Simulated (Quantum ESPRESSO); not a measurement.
# Magnetic state of RbMnF3 from several starts

Does RbMnF3 prefer parallel or opposed moments?

Program: Quantum ESPRESSO 7.5. Level of theory: PBEsol with U = 4 eV on Mn d (ortho-atomic projectors); plane waves with GBRV 1.5 PBEsol potentials, no spin-orbit coupling. Results are calculated unless marked as measured.

## (1) Set-up

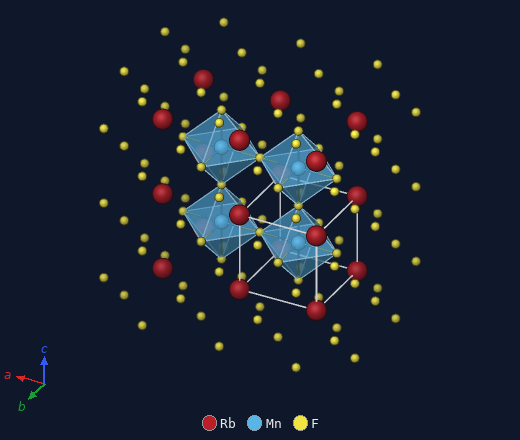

The starting structure, seen from a free direction (rubidium red, manganese blue, fluorine yellow). 2×1×2 cells are drawn. Some periodic images of atoms are drawn too.

The cell comes from Materials Project 2023-11-01, a database of computed structures, and need not be the stable phase.

## (2) Start 1: ferro +

The signs are those of the starting moments on the seeded atoms, the atoms that are given a moment.

File pw.in:

```
&CONTROL
  calculation = 'scf'
  prefix = 'pwscf'
  outdir = './tmp'
  pseudo_dir = './pseudo'
  disk_io = 'nowf'
/
&SYSTEM
  ibrav = 0
  nat = 5
  ntyp = 3
  ecutwfc = 40
  ecutrho = 280
  nbnd = 34
  occupations = 'smearing'
  smearing = 'fd'
  degauss = 0.00367493
  nspin = 2
  starting_magnetization(1) = 0
  starting_magnetization(2) = 0.3
  starting_magnetization(3) = 0
/
&ELECTRONS
  conv_thr = 1d-08
  electron_maxstep = 150
  mixing_beta = 0.3
/
ATOMIC_SPECIES
Rb     85.4678 rb_pbesol_v1.uspp.F.UPF
Mn     54.9380 mn_pbesol_v1.5.uspp.F.UPF
F      18.9984 f_pbesol_v1.4.uspp.F.UPF
CELL_PARAMETERS angstrom
   4.2324721400    0.0000000000    0.0000000000
   0.0000000000    4.2324721400    0.0000000000
   0.0000000000    0.0000000000    4.2324721400
ATOMIC_POSITIONS crystal
Rb      0.0000000000    0.0000000000    0.0000000000
Mn      0.5000000000    0.5000000000    0.5000000000
F       0.5000000000    0.0000000000    0.5000000000
F       0.5000000000    0.5000000000    0.0000000000
F       0.0000000000    0.5000000000    0.5000000000
K_POINTS automatic
6 6 6 0 0 0
HUBBARD {ortho-atomic}
U Mn-3d 4.0000
```

Run with:

```console
> OMP_NUM_THREADS=1 mpirun -n 4 pw.x -nk 4 -in pw.in > pw.out
```

Output:

```text
Program PWSCF v.7.5 starts

     Message from routine setup:
     using ibrav=0 with symmetry is DISCOURAGED, use correct ibrav instead

     K-points division:     npool     =       4
     Subspace diagonalization in iterative solution of the eigenvalue problem:

     G-vector sticks info
     --------------------
     sticks:   dense  smooth     PW     G-vecs:    dense   smooth      PW
     Sum        1433     805    241                40483    17461    2945

     Using Slab Decomposition

     bravais-lattice index     =            0
     lattice parameter (alat)  =       7.9982  a.u.
     unit-cell volume          =     511.6570 (a.u.)^3
     number of atoms/cell      =            5
     number of atomic types    =            3
     number of electrons       =        45.00
     number of Kohn-Sham states=           34
     kinetic-energy cutoff     =      40.0000  Ry
     charge density cutoff     =     280.0000  Ry
     scf convergence threshold =      1.0E-08
     mixing beta               =       0.3000
     number of iterations used =            8  plain     mixing
     Exchange-correlation= SLA  PW   PSX  PSC
                           (   1   4  10   8   0   0   0)
     Hubbard projectors: ortho-atomic
     Hubbard parameters of DFT+U (Dudarev formulation) in eV:
     U(Mn-3d) =  4.0000

     Internal variables: lda_plus_u =T, lda_plus_u_kind = 0

     Internal variables: orbital_resolved =F, hub_pot_fix =F, apply_U = F

     celldm(1)=   7.998213  celldm(2)=   0.000000  celldm(3)=   0.000000
     celldm(4)=   0.000000  celldm(5)=   0.000000  celldm(6)=   0.000000

     crystal axes: (cart. coord. in units of alat)
               a(1) = (   1.000000   0.000000   0.000000 )
               a(2) = (   0.000000   1.000000   0.000000 )
               a(3) = (   0.000000   0.000000   1.000000 )

     reciprocal axes: (cart. coord. in units 2 pi/alat)
               b(1) = (  1.000000  0.000000  0.000000 )
               b(2) = (  0.000000  1.000000  0.000000 )
               b(3) = (  0.000000  0.000000  1.000000 )

     PseudoPot. # 1 for Rb read from file:
     rb_pbesol_v1.uspp.F.UPF
     Pseudo is Ultrasoft + core correction, Zval =  9.0
     Generated by new atomic code, or converted to UPF format
     Using radial grid of  881 points,  6 beta functions with:
                l(1) =   0
                l(2) =   0
                l(3) =   1
                l(4) =   1
                l(5) =   2
                l(6) =   2
     Q(r) pseudized with  8 coefficients,  rinner =    1.900   1.900   1.900
                                                       1.900   1.900

     PseudoPot. # 2 for Mn read from file:
     mn_pbesol_v1.5.uspp.F.UPF
     Pseudo is Ultrasoft + core correction, Zval = 15.0
     Generated by new atomic code, or converted to UPF format
     Using radial grid of  859 points,  6 beta functions with:
                l(1) =   0
                l(2) =   0
                l(3) =   1
                l(4) =   1
                l(5) =   2
                l(6) =   2
     Q(r) pseudized with  8 coefficients,  rinner =    0.950   0.950   0.950
                                                       0.950   0.950

     PseudoPot. # 3 for F  read from file:
     f_pbesol_v1.4.uspp.F.UPF
     Pseudo is Ultrasoft, Zval =  7.0
     Generated by new atomic code, or converted to UPF format
     Using radial grid of  799 points,  4 beta functions with:
                l(1) =   0
                l(2) =   0
                l(3) =   1
                l(4) =   1
     Q(r) pseudized with  8 coefficients,  rinner =    0.950   0.950   0.950

     atomic species   valence    mass     pseudopotential
     Rb                9.00    85.46780     Rb( 1.00)
     Mn               15.00    54.93800     Mn( 1.00)
     F                 7.00    18.99840     F ( 1.00)

     Starting magnetic structure
     atomic species   magnetization
     Rb              0.000
     Mn              0.300
     F               0.000

     48 Sym. Ops., with inversion, found

   Cartesian axes

     site n.     atom                  positions (alat units)
         1        Rb     tau(   1) = (   0.0000000   0.0000000   0.0000000  )
         2        Mn     tau(   2) = (   0.5000000   0.5000000   0.5000000  )
         3        F      tau(   3) = (   0.5000000   0.0000000   0.5000000  )
         4        F      tau(   4) = (   0.5000000   0.5000000   0.0000000  )
         5        F      tau(   5) = (   0.0000000   0.5000000   0.5000000  )

     number of k points=    20  Fermi-Dirac smearing, width (Ry)=  0.0037
                       cart. coord. in units 2pi/alat
        k(    1) = (   0.0000000   0.0000000   0.0000000), wk =   0.0046296
        k(    2) = (   0.0000000   0.0000000   0.1666667), wk =   0.0277778
        k(    3) = (   0.0000000   0.0000000   0.3333333), wk =   0.0277778
        k(    4) = (   0.0000000   0.0000000  -0.5000000), wk =   0.0138889
        k(    5) = (   0.0000000   0.1666667   0.1666667), wk =   0.0555556
        [... 15 further k-points ...]

     Dense  grid:    40483 G-vectors     FFT dimensions: (  45,  45,  45)

     Smooth grid:    17461 G-vectors     FFT dimensions: (  36,  36,  36)

     Check: negative core charge=   -0.000023
     Generating pointlists ...
     new r_m :   0.2917 (alat units)  2.3329 (a.u.) for type    1
     new r_m :   0.2063 (alat units)  1.6496 (a.u.) for type    2
     new r_m :   0.2063 (alat units)  1.6496 (a.u.) for type    3

     Initial potential from superposition of free atoms

     starting charge      43.9942, renormalised to      45.0000

     negative rho (up, down):  3.560E-02 3.562E-02

     STARTING HUBBARD OCCUPATIONS:

     =================== HUBBARD OCCUPATIONS ===================
     ------------------------ ATOM    2 ------------------------
     Tr[ns(  2)] (up, down, total) =   5.00000  0.00000  5.00000
     Atomic magnetic moment for atom   2 =   5.00000
     [... lines left out ...]
     Number of occupied Hubbard levels =    5.0000

     Atomic wfc used for Hubbard projectors are orthogonalized

     Starting wfcs are   35 randomized atomic wfcs

     Self-consistent Calculation

     iteration #  1     ecut=    40.00 Ry     beta= 0.30
     Davidson diagonalization with overlap
     ethr =  1.00E-02,  avg # of iterations =  4.0

     =================== HUBBARD OCCUPATIONS ===================
     ------------------------ ATOM    2 ------------------------
     Tr[ns(  2)] (up, down, total) =   4.94868  0.13709  5.08577
     Atomic magnetic moment for atom   2 =   4.81159
     [... lines left out ...]
     Number of occupied Hubbard levels =    5.0858

     Threshold (ethr) on eigenvalues was too large:
     Diagonalizing with lowered threshold

     Davidson diagonalization with overlap
     ethr =  8.12E-04,  avg # of iterations =  1.4

     negative rho (up, down):  3.512E-02 3.513E-02

     total energy              =    -410.10172839 Ry
     estimated scf accuracy    <       0.37118616 Ry

     total magnetization       =     5.00 Bohr mag/cell
     absolute magnetization    =     5.00 Bohr mag/cell

     iteration #  2     ecut=    40.00 Ry     beta= 0.30
     Davidson diagonalization with overlap
     ethr =  8.25E-04,  avg # of iterations =  2.4

     negative rho (up, down):  3.496E-02 3.497E-02

     total energy              =    -410.14688115 Ry
     estimated scf accuracy    <       0.04616302 Ry

     total magnetization       =     5.00 Bohr mag/cell
     absolute magnetization    =     5.00 Bohr mag/cell

     iteration #  3     ecut=    40.00 Ry     beta= 0.30
     Davidson diagonalization with overlap
     ethr =  1.03E-04,  avg # of iterations =  2.6

     negative rho (up, down):  3.497E-02 3.497E-02

     total energy              =    -410.15262319 Ry
     estimated scf accuracy    <       0.01469345 Ry

     total magnetization       =     5.00 Bohr mag/cell
     absolute magnetization    =     5.00 Bohr mag/cell

     [... further iterations left out ...]

     iteration #  8     ecut=    40.00 Ry     beta= 0.30
     Davidson diagonalization with overlap
     ethr =  3.64E-09,  avg # of iterations =  2.1

     negative rho (up, down):  3.504E-02 3.503E-02

     total energy              =    -410.15441134 Ry
     estimated scf accuracy    <       0.00000071 Ry

     total magnetization       =     5.00 Bohr mag/cell
     absolute magnetization    =     5.00 Bohr mag/cell

     iteration #  9     ecut=    40.00 Ry     beta= 0.30
     Davidson diagonalization with overlap
     ethr =  1.58E-09,  avg # of iterations =  2.7

     negative rho (up, down):  3.504E-02 3.503E-02

     total energy              =    -410.15441163 Ry
     estimated scf accuracy    <       0.00000026 Ry

     total magnetization       =     5.00 Bohr mag/cell
     absolute magnetization    =     5.01 Bohr mag/cell

     iteration # 10     ecut=    40.00 Ry     beta= 0.30
     Davidson diagonalization with overlap
     ethr =  5.68E-10,  avg # of iterations =  2.0

     negative rho (up, down):  3.504E-02 3.503E-02

     total energy              =    -410.15441168 Ry
     estimated scf accuracy    <       0.00000001 Ry

     total magnetization       =     5.00 Bohr mag/cell
     absolute magnetization    =     5.01 Bohr mag/cell

     iteration # 11     ecut=    40.00 Ry     beta= 0.30
     Davidson diagonalization with overlap
     ethr =  3.11E-11,  avg # of iterations =  2.7

     negative rho (up, down):  3.504E-02 3.503E-02

     Magnetic moment per site  (integrated on atomic sphere of radius R)
     atom   1 (R=0.292)  charge=  7.3427  magn=  0.0004
     atom   2 (R=0.206)  charge= 12.3569  magn=  4.2420
     atom   3 (R=0.206)  charge=  6.7089  magn=  0.0505
     atom   4 (R=0.206)  charge=  6.7089  magn=  0.0505
     atom   5 (R=0.206)  charge=  6.7089  magn=  0.0505

     End of self-consistent calculation

     =================== HUBBARD OCCUPATIONS ===================
     ------------------------ ATOM    2 ------------------------
     Tr[ns(  2)] (up, down, total) =   4.98313  0.20595  5.18908
     Atomic magnetic moment for atom   2 =   4.77719
     [... lines left out ...]
     Number of occupied Hubbard levels =    5.1891

     [... lines left out ...]
     the Fermi energy is     7.8377 ev

!    total energy              =    -410.15441171 Ry
     estimated scf accuracy    <          1.5E-09 Ry
     smearing contrib. (-TS)   =      -0.00000000 Ry
     internal energy E=F+TS    =    -410.15441171 Ry

     The total energy is F=E-TS. E is the sum of the following terms:
     one-electron contribution =    -239.97380192 Ry
     hartree contribution      =     141.40433747 Ry
     xc contribution           =     -67.34772395 Ry
     ewald contribution        =    -244.26834454 Ry
     Hubbard energy            =       0.03112123 Ry

     total magnetization       =     5.00 Bohr mag/cell
     absolute magnetization    =     5.01 Bohr mag/cell

     convergence has been achieved in  11 iterations

=------------------------------------------------------------------------------=
   JOB DONE.
=------------------------------------------------------------------------------=
```

The job ended after 29 s (4 MPI ranks of Intel Xeon Platinum 8259CL at 2.50GHz (Skylake/Cascade Lake), shared host; peak memory 0.49 GiB).

Spin moment in the atom's sphere by atom:

| atom | spin moment in the atom's sphere (μB) |
| --- | --- |
| Rb1 | 0.00 |
| Mn2 | 4.24 |
| F3 | 0.05 |
| F4 | 0.05 |
| F5 | 0.05 |

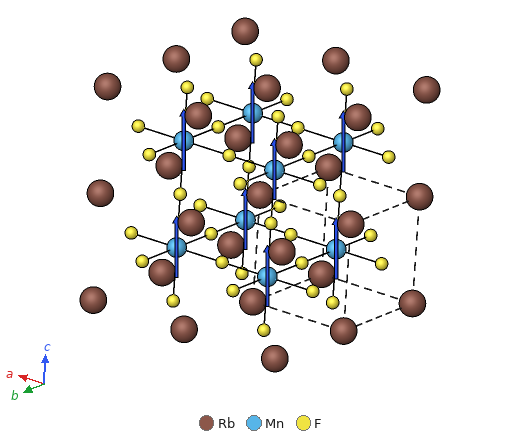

Spin moment in the atom's sphere as arrows, the longest 4.24 μB. Up and down stand for the sign. Arrows give size and sign along the axis of quantisation, drawn up and down the page. 2×2×2 cells are drawn. Some periodic images of atoms are drawn too.

Read from the output:

| Property | Result |
| --- | --- |
| smearing term TS | 2.23e-13 eV |
| magnetization | 5 μB |
| absolute magnetization | 5.005 μB |
| final state | ferromagnetic |

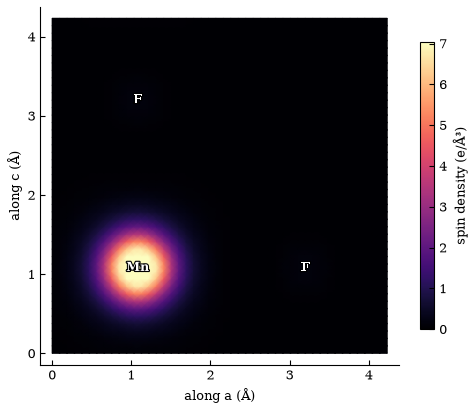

Spin density in the ac plane at fractional y = 0.500, with atoms of Mn and F within 0.2 Å of it. The map starts off the cell's origin, so that atoms lie inside it.

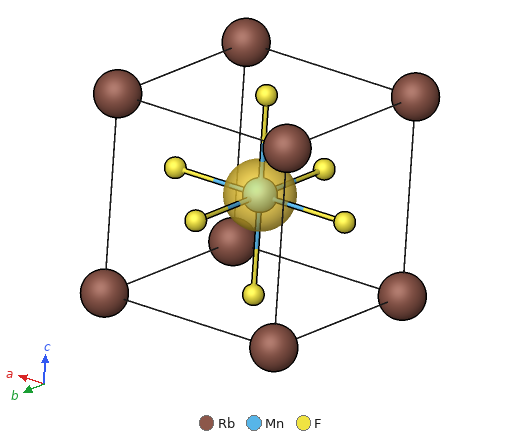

Surface of spin density = 0.63 e/Å³, which holds about 70 % of the integral of its size.

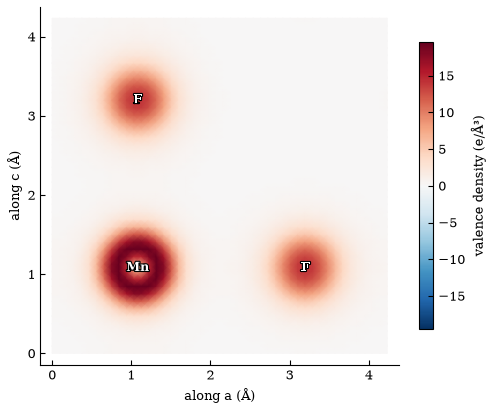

Valence density in the ac plane at fractional y = 0.500, with atoms of Mn and F within 0.2 Å of it. It is the smooth field of the valence electrons, not physical close to the nuclei. The map starts off the cell's origin, so that atoms lie inside it.

(Part 1 of 2 ends here.)

[Logs and program files are shortened in this print: banners, set-up blocks, solver, clock and traceback lines can be left out without a mark of their own.]

[Logs are printed without paths, hosts, clocks, repeated set-up lines and the standing remarks that a program may print on its own settings, such as how far it seeks lower states.]

[Hosts, paths, dates, database ids (printed as entryN), source tags and the programs' standing remarks are cut or masked in the printed files.]

[Where a cell is said to come from a database of computed structures, the database is the Materials Project.]
